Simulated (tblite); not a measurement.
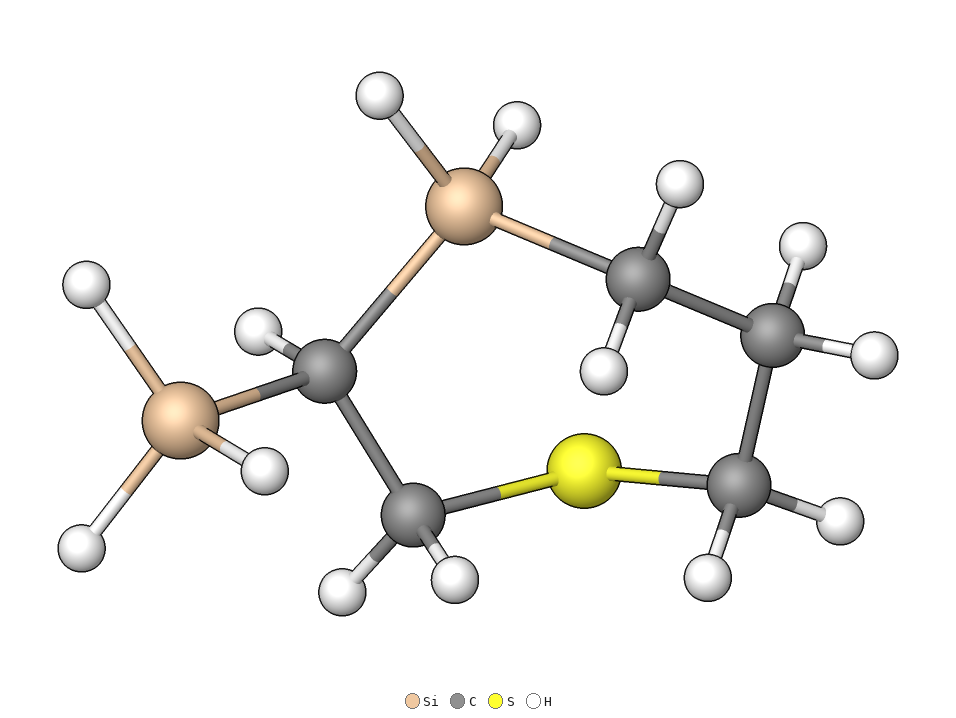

Figure made from data computed with tblite.

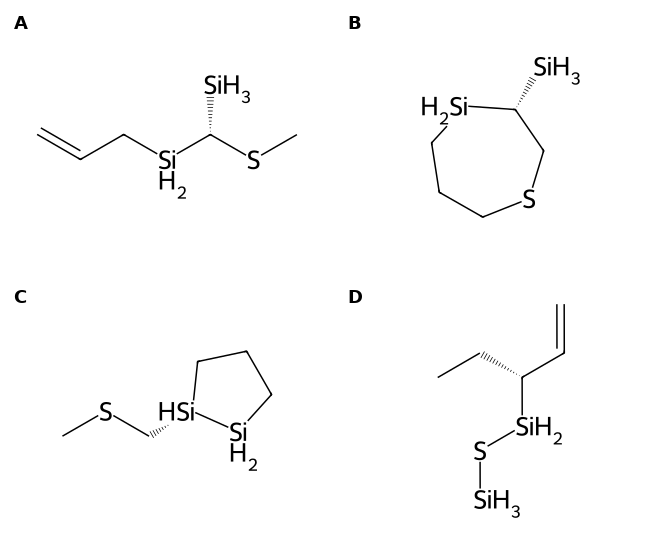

Question: Which structural formula matches the 3D model?

Answer: B, `[SiH3][C@@H]1CSCCC[SiH2]1`.
